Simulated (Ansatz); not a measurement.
**Geometry relaxation of WH3F5 (part 2 of 2)**

The same run, continued: WH3F5; RKS B3LYP/def2-SVP (Ansatz 0.2.0). The input holds or restrains some coordinates. It belongs to a series of runs on one base structure; here: pulled along the bonds that form and break, towards end B.

Geometry of the input (Å):
```
W  0.0000  0.0000  0.0000
F  0.0000  0.0000  2.2000
F  1.8500  0.0000  0.0000
H  0.0000  1.7200  0.0000
F  -1.8500  0.0000  0.0000
F  0.0000  -1.8500  0.0000
F  0.0000  0.0000  -1.8500
H  1.3231  -1.3871  0.6370
H  0.9736  -1.0208  1.6302
```

## Trajectory as extended XYZ, continued
```
9
Properties=species:S:1:pos:R:3:forces:R:3 step=2 energy=-15447.39734
W     0.0352   -0.0419   -0.0871   -0.4065   1.5281   4.4547
F     0.0535   -0.0554    2.3176    0.9575  -0.9429  -2.1671
F     1.8733    0.0272   -0.0278    2.9000   3.0188  -2.1880
H     0.0014    1.7211    0.0024    0.0468  -0.2104   0.6078
F    -1.8373    0.0014   -0.0001    0.8896   0.0093   0.3071
F    -0.0267   -1.8937   -0.0279   -3.0150  -5.1830  -1.9329
F     0.0016    0.0013   -1.8688    0.3962  -0.1495  -1.9110
H     1.3172   -1.3802    0.5434   -0.8119   0.8182   3.3606
H     0.8784   -0.9178    1.7655   -0.9567   1.1114  -0.5313
9
Properties=species:S:1:pos:R:3:forces:R:3 step=4 energy=-15449.52887
W     0.1071   -0.0884   -0.2742    0.6575  -1.3607   3.0948
F     0.1967   -0.2038    2.5658   -1.3000   1.4676   0.3352
F     1.9828    0.1802   -0.0996    0.9169   2.6631  -1.1625
H    -0.0010    1.6814    0.0367   -0.0071  -1.0101   0.6401
F    -1.7798   -0.0070    0.0173    1.4462  -0.0509   0.3014
F    -0.1742   -2.0338   -0.0704   -2.5622  -1.0195  -0.6858
F     0.0394   -0.0286   -2.0305    0.5905  -0.2801  -2.6545
H     1.2113   -1.2867    0.4033   -1.2836   1.3048   0.8192
H     0.7144   -0.7510    2.0688    1.5419  -1.7142  -0.6879
9
Properties=species:S:1:pos:R:3:forces:R:3 step=5 energy=-15450.82686
W     0.1388   -0.1063   -0.3592    0.9731  -2.5213   1.8538
F     0.2130   -0.2083    2.6346   -1.3201   1.5692   0.3981
F     1.9950    0.3515   -0.1911   -0.5831   1.4268  -0.8648
H     0.0043    1.5215    0.1063   -0.1454   0.0341   0.6922
F    -1.7109    0.0041    0.0315    0.8535   0.2284   0.0767
F    -0.3204   -2.0297   -0.0974   -1.4662   0.4823  -0.6167
F     0.1058   -0.0743   -2.1444    0.4160  -0.1899  -1.4611
H     1.1284   -1.2029    0.4290   -0.1997   0.6882   0.6129
H     0.7427   -0.7936    2.2077    1.4719  -1.7177  -0.6913
9
Properties=species:S:1:pos:R:3:forces:R:3 step=6 energy=-15451.44933
W     0.1729   -0.2080   -0.3935    0.4869   0.6305   1.6554
F     0.2011   -0.1669    2.6489    0.6867  -0.7926  -1.0054
F     1.9605    0.5037   -0.3081   -1.2753  -0.0477  -0.5279
H    -0.0161    1.5428    0.2133    0.2228  -1.8416  -0.2748
F    -1.6431    0.0321    0.0356    0.3155  -0.0165  -0.0706
F    -0.4744   -2.0562   -0.1652   -0.1448   1.2936  -0.5510
F     0.1586   -0.1174   -2.2111    0.2754  -0.2945  -0.1854
H     1.1728   -1.2254    0.5191   -0.0185   0.4328   0.2431
H     0.7643   -0.8426    2.2782   -0.5488   0.6359   0.7165
9
Properties=species:S:1:pos:R:3:forces:R:3 step=8 energy=-15452.13085
W     0.1848   -0.1886   -0.3951    0.0934  -0.0257   0.2534
F     0.1647   -0.2329    2.6531   -0.0106  -0.1274  -0.2592
F     1.8668    0.5923   -0.6859   -0.2243   0.0169   0.0149
H     0.0782    1.3028    0.4501    0.1820  -0.3544   0.0685
F    -1.6354    0.1740   -0.1291    0.0642  -0.0084  -0.1223
F    -0.4453   -1.9620   -0.1756   -0.0530   0.2589   0.0220
F     0.1459   -0.2446   -2.2371   -0.0624  -0.0698  -0.0894
H     1.2357   -1.0075    0.6778    0.0463   0.2320  -0.0714
H     0.7013   -0.9714    2.4591   -0.0356   0.0778   0.1836
9
Properties=species:S:1:pos:R:3:forces:R:3 step=9 energy=-15452.24213
W     0.1927   -0.1788   -0.4086   -0.2231  -0.3987   0.1464
F     0.0137   -0.3568    2.6398    0.6598  -0.6875  -0.2673
F     1.8378    0.6143   -0.8309   -0.2193   0.0046  -0.0291
H     0.1848    1.2196    0.5635    0.0944  -0.1150   0.0423
F    -1.6215    0.2470   -0.2075    0.3613   0.1560  -0.0286
F    -0.4201   -1.9244   -0.0987    0.1747   0.1061   0.0432
F     0.0809   -0.3093   -2.2620    0.0242   0.0554   0.0324
H     1.3071   -0.8730    0.7137   -0.1235   0.2174  -0.1669
H     0.7213   -0.9765    2.5079   -0.7486   0.6618   0.2276
9
Properties=species:S:1:pos:R:3:forces:R:3 step=11 energy=-15452.42430
W     0.1748   -0.2200   -0.4391    0.4855  -0.0904   0.7766
F    -0.2297   -0.5245    2.5732    1.0172  -0.4963  -0.0902
F     1.7410    0.6135   -1.0394   -0.1051  -0.0987   0.0538
H     0.4406    0.9837    0.7376   -0.0415  -0.0886  -0.2633
F    -1.5415    0.4093   -0.1699   -0.0105   0.0934   0.0324
F    -0.2642   -1.9833   -0.0333    0.1154   0.1816  -0.1891
F    -0.0200   -0.3377   -2.3112   -0.1304  -0.0759  -0.0900
H     1.3328   -0.6231    0.7819   -0.1787   0.1257  -0.3590
H     0.6629   -0.8558    2.5174   -1.1519   0.4493   0.1287
9
Properties=species:S:1:pos:R:3:forces:R:3 step=12 energy=-15452.46908
W     0.2019   -0.1750   -0.4000   -0.0201   0.0167  -0.2602
F    -0.3118   -0.7064    2.5596    0.2636  -0.0294  -0.1793
F     1.7520    0.5747   -1.1149   -0.1312  -0.0444   0.0885
H     0.4869    1.1123    0.6745    0.0300  -0.0933  -0.0288
F    -1.5102    0.4850   -0.1410    0.1689  -0.0340   0.0356
F    -0.1873   -1.9310    0.0393    0.0357  -0.0498   0.0256
F    -0.0875   -0.4525   -2.2605    0.0233   0.0835   0.2952
H     1.3659   -0.5031    0.8178   -0.0630   0.0869  -0.1300
H     0.5868   -0.9419    2.4425   -0.3072   0.0639   0.1533
9
Properties=species:S:1:pos:R:3:forces:R:3 step=13 energy=-15452.47522
W     0.1991   -0.1807   -0.4039    0.0736   0.0859  -0.0853
F    -0.3206   -0.7010    2.5557    0.1825  -0.0119  -0.1688
F     1.7479    0.5735   -1.1128   -0.0739  -0.0379   0.0210
H     0.5017    1.0969    0.6736    0.0016  -0.0741  -0.0087
F    -1.5047    0.4865   -0.1270    0.0834  -0.0330   0.0200
F    -0.1731   -1.9402    0.0334   -0.0079  -0.0961   0.0166
F    -0.0938   -0.4421   -2.2634    0.0116   0.0543   0.2120
H     1.3610   -0.5021    0.8172   -0.0474   0.0720  -0.1472
H     0.5791   -0.9287    2.4445   -0.2236   0.0407   0.1405
9
Properties=species:S:1:pos:R:3:forces:R:3 step=15 energy=-15452.48054
W     0.2052   -0.2061   -0.4163   -0.0672  -0.1265   0.0197
F    -0.3497   -0.6719    2.5389   -0.3114   0.0467  -0.1303
F     1.7567    0.5477   -1.1134   -0.0137  -0.0006   0.0310
H     0.5270    1.0056    0.6991    0.0476   0.1778   0.1571
F    -1.4901    0.4439   -0.0738   -0.0173  -0.0039  -0.0282
F    -0.1363   -1.9923   -0.0551    0.0038   0.0126   0.0301
F    -0.1326   -0.3524   -2.2762    0.0075  -0.0264   0.0124
H     1.3482   -0.5311    0.8181    0.0699  -0.0302  -0.1835
H     0.5684   -0.7812    2.4960    0.2807  -0.0495   0.0916
9
Properties=species:S:1:pos:R:3:forces:R:3 step=16 energy=-15452.48395
W     0.2045   -0.2002   -0.4152    0.0234  -0.0863   0.2717
F    -0.3448   -0.6896    2.5395   -0.1865   0.0474  -0.1342
F     1.7468    0.5764   -1.1061   -0.0134  -0.0283  -0.0286
H     0.5270    1.0233    0.7129   -0.0301   0.0036  -0.0126
F    -1.4939    0.4545   -0.0979    0.0106   0.0160   0.0190
F    -0.1578   -1.9772   -0.0292    0.0022   0.0175  -0.0418
F    -0.1207   -0.3865   -2.2721    0.0312   0.0106   0.0052
H     1.3598   -0.5509    0.8051    0.0016   0.0564  -0.1771
H     0.5758   -0.7877    2.4801    0.1611  -0.0369   0.0985
```

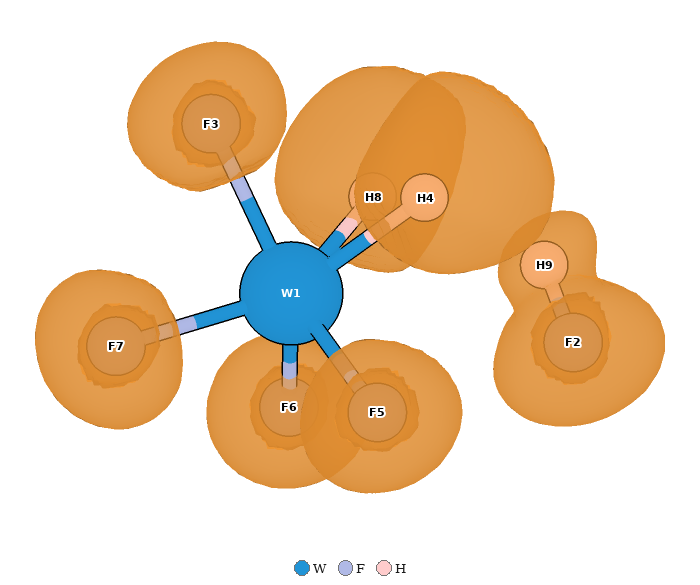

Fig. 1: Isosurface of the electron localisation function at 0.75 (orange), seen at a tilt. Only the valence region is drawn (cores and ρ < 0.01 e/Å³ removed). Profiles from the grid: W1···F2 (3.04 Å): the ELF is only about 0 between them. W–F (1.85 Å): the ELF peaks at about 0.85 in the valence shell of F, 0.5 Å from its nucleus, and drops to about 0.25 between the two atoms.

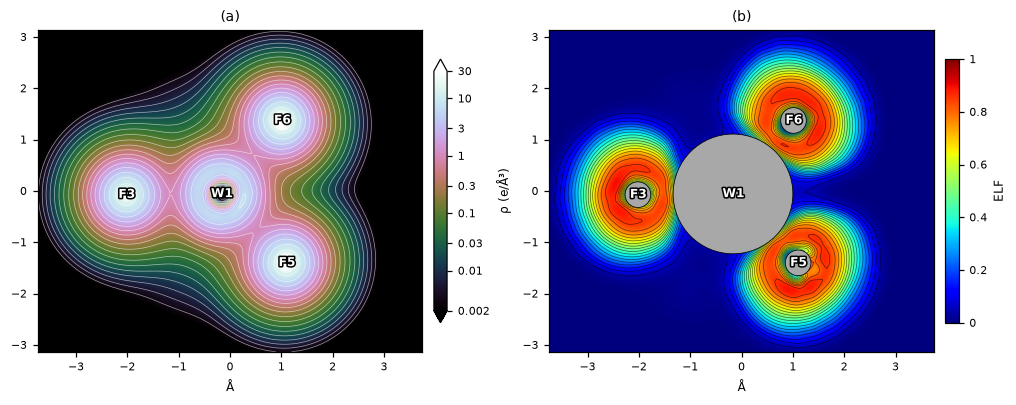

Fig. 2: (a) total electron density; (b) ELF on the plane of atoms F5, W1 and F6. Grey discs, where drawn, cover atomic cores. Atoms in the plane: W and F. W–F (1.85 Å): ρ is about 1.1 e/Å³ halfway; the ELF peaks at about 0.85 in the valence shell of F, 0.5 Å from its nucleus, and drops to about 0.25 between the two atoms.

## Summary

```tsv
quantity	value
outcome	converged under the restraints of the input
total energy	−15452.4843 eV
mean-field energy	−15452.4843 eV
largest force (length of the vector) at the end, held atoms and coordinates included	0.286 eV/Å
hardware	4 threads of Arm Neoverse V1, 24 GiB of memory available, shared host
wall time	38 s (CPU time 2.4 min)
peak memory	0.29 GiB
```
